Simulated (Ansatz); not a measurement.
```yaml
atoms:
  - { symbol: C, position_ang: [-0.2881, 0.1215, 0.3974] }
  - { symbol: Au, position_ang: [-1.1593, -1.6684, -0.1937] }
  - { symbol: Ge, position_ang: [0.6864, -0.0793, -1.3147] }
  - { symbol: H, position_ang: [-0.4502, 0.6734, -2.1516] }
  - { symbol: H, position_ang: [-1.0911, 0.8429, 0.5515] }
  - { symbol: H, position_ang: [0.2286, -0.1199, 1.3280] }
```

Geometry: PBE0-D4/def2-TZVP; core potentials replace the inner electrons of Au.

Method: isolated molecule in a Gaussian basis; Kohn-Sham density functional theory, functional PBE0 in Ansatz.

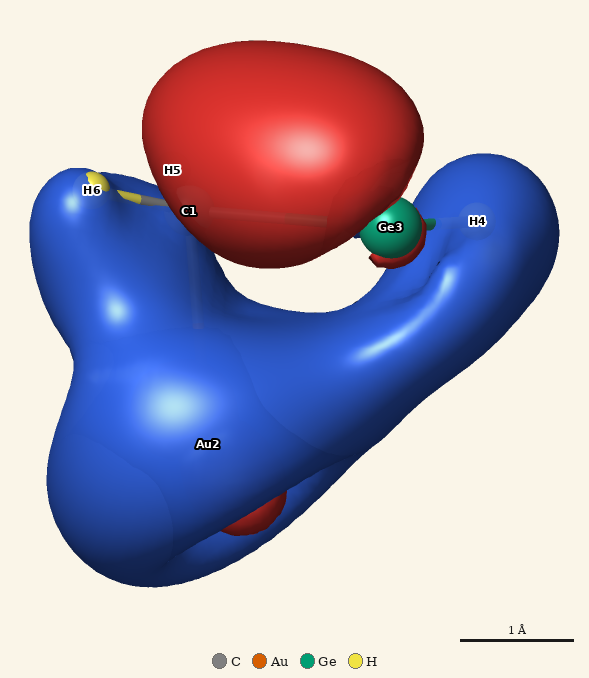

CH3AuGe. The HOMO−1 at ±0.1 Å⁻³ᐟ² (red and blue are the two phases), seen across its widest extent.

> What is the character of this orbital?

By Hirshfeld shares it lies mainly on Au2 (about 40 %), C1 (about 25 %) and Ge3 (about 20 %). Its energy is −7.78 eV.
